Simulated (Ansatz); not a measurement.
Input

```
crystal:
  periodic: [false, false, false]
  atoms:
    - {symbol: W, position_ang: [-0.244940, -2.076879, 0.136052]}
    - {symbol: W, position_ang: [1.141527, 1.455475, -0.985470]}
    - {symbol: W, position_ang: [-1.044473, 0.745099, 1.054698]}
    - {symbol: S, position_ang: [1.357520, 0.786876, -2.989259]}
    - {symbol: S, position_ang: [-0.059973, -2.832463, -1.839771]}
    - {symbol: S, position_ang: [-1.635479, 1.566560, 2.914864]}
    - {symbol: S, position_ang: [1.169717, -0.214201, 0.771043]}
    - {symbol: S, position_ang: [-2.331888, -1.054996, 0.474556]}
    - {symbol: S, position_ang: [0.043303, -3.615523, 1.568097]}
    - {symbol: S, position_ang: [2.608416, 2.912119, -0.508076]}
    - {symbol: S, position_ang: [-1.003719, 2.327932, -0.596736]}
basis:
  gaussian: {orbitals: def2-SVP, initial_orbitals: start.molden}
magnetization: {spin_polarized: true, initial_magnetization: 2}
hamiltonian: {xc: pbe0, dispersion: d4}
scf: {omitted_lower_state_checks: [starts]}
output: {orbitals: {seedname: orbitals}}
```

Command:

```sh
ansatz run in.yaml --threads 4 --pin off --events-out ev --progress --plain --max-ram 6963MiB
```

Geometry: PBE0-D4/def2-SVP; core potentials replace the inner electrons of W.

Computed with UKS PBE0-D4/def2-SVP in Ansatz.

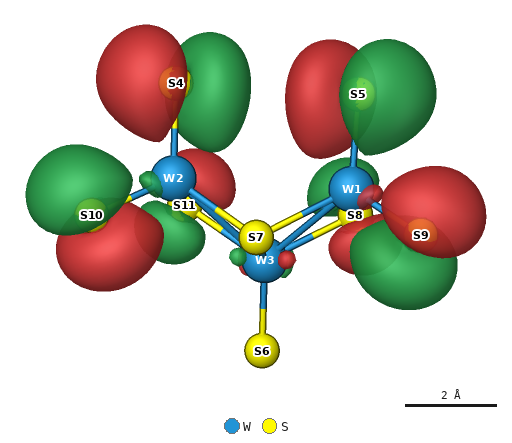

S8W3 (triplet). The HOMO−1 (α) at ±0.06 Å⁻³ᐟ² (green and red are the two phases), seen at a tilt.

What is the character of this orbital?

By Hirshfeld shares it lies mainly on S4 (about 20 %), S5 (about 20 %), S9 (about 20 %) and S10 (about 20 %); largely a combination of lone pairs on S4, S5, S9 and S10. Its energy is −7.60 eV.
